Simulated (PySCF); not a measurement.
CH₁₀OSi₃

Input

```
{"job": {"kind": "nmr", "xc": "PBE0", "basis": "pcSseg-1"}, "charge": 0, "multiplicity": 1}
C      2.219431     0.845046     0.220671
Si     1.421595    -0.719775    -0.506051
Si    -0.761582    -0.837237     0.249077
O     -1.320062    -2.076105    -0.670939
Si    -2.130488     1.025206     0.053601
H      2.208851     0.827595     1.306657
H      3.253298     0.943612    -0.093470
H      1.695056     1.742091    -0.096331
H      1.538202    -0.623756    -1.971146
H      2.279049    -1.857303    -0.129225
H     -0.845501    -1.302360     1.656033
H     -2.193728    -2.443042    -0.572319
H     -1.503112     2.197386     0.670952
H     -3.452909     0.895112     0.683265
H     -2.412517     1.391520    -1.339655
```

Command:

```sh
OMP_NUM_THREADS=1 python probes_run.py task.json out
```

Geometry: GFN2-xTB.

Theory: PBE0/pcSseg-1, SCF density, gas phase, non-relativistic (PySCF).

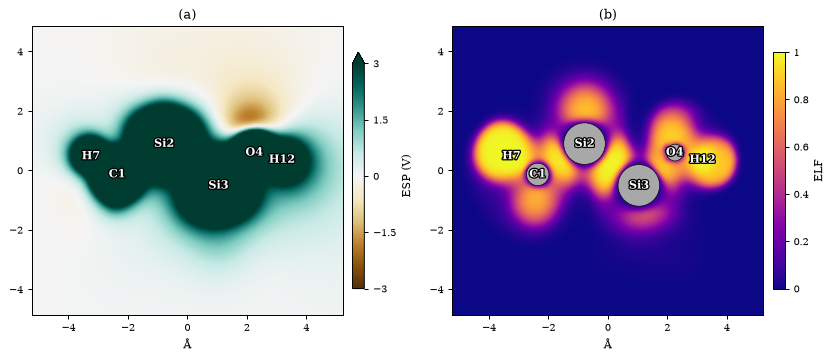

Figure 1. (a) electrostatic potential; (b) ELF on the plane of atoms Si3, O4 and H12. Grey discs cover the atomic cores in the ELF map.

Q: Interpret the plot.

A: Atoms in the plane: C, Si, O and H.
Si–O (1.64 Å): the ELF peaks at about 0.85 between the atoms, as expected for a polar covalent bond.
C–Si (1.90 Å): the ELF peaks at about 0.95 between the atoms, as expected for a shared electron pair.
Si–Si (2.31 Å): the ELF peaks at about 1 between the atoms: localised, covalent bonding.
O–H (0.95 Å): the ELF climbs to about 1 towards the hydrogen, as it does in any bond to H; an ordinary covalent bond to hydrogen.
C–H (1.09 Å): the ELF climbs to about 1 towards the hydrogen (an ordinary covalent bond to hydrogen).
The ELF also peaks beside O4, away from the bonds: lone-pair regions.
Outside the dense part of the molecule the potential is most negative (−1.9 V) near O4.

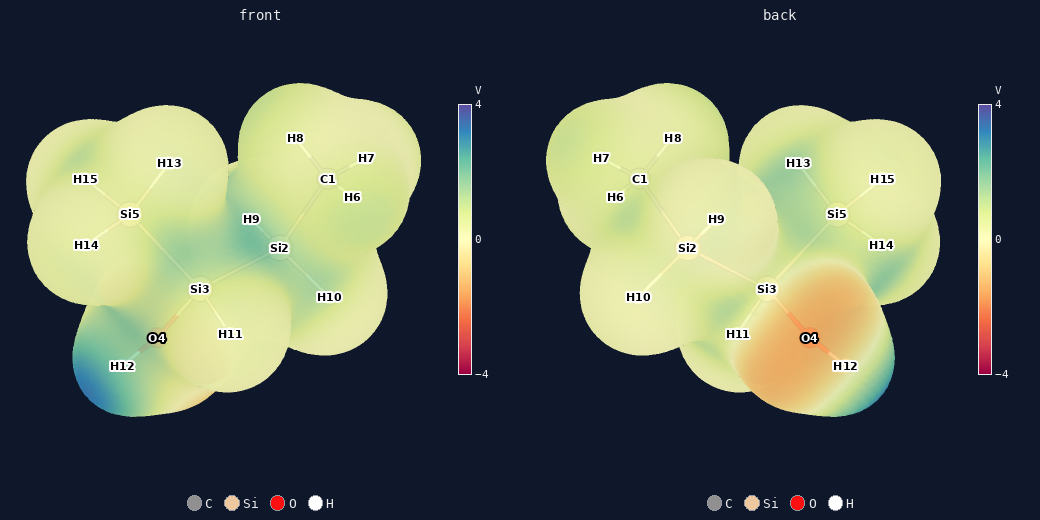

Figure 2. The molecular electrostatic potential painted on the density surface at 0.004 e/bohr³, seen from the front and from behind; red is negative and blue positive.

Q: Describe the electrostatic potential map.

A: The most negative region (about −1.5 V) lies over O4, the most positive (about +3.2 V) over H12. O4 is the likeliest acceptor of a hydrogen bond.

Q: What dipole moment does the calculation give?

A: Its dipole moment is 1.00 D.
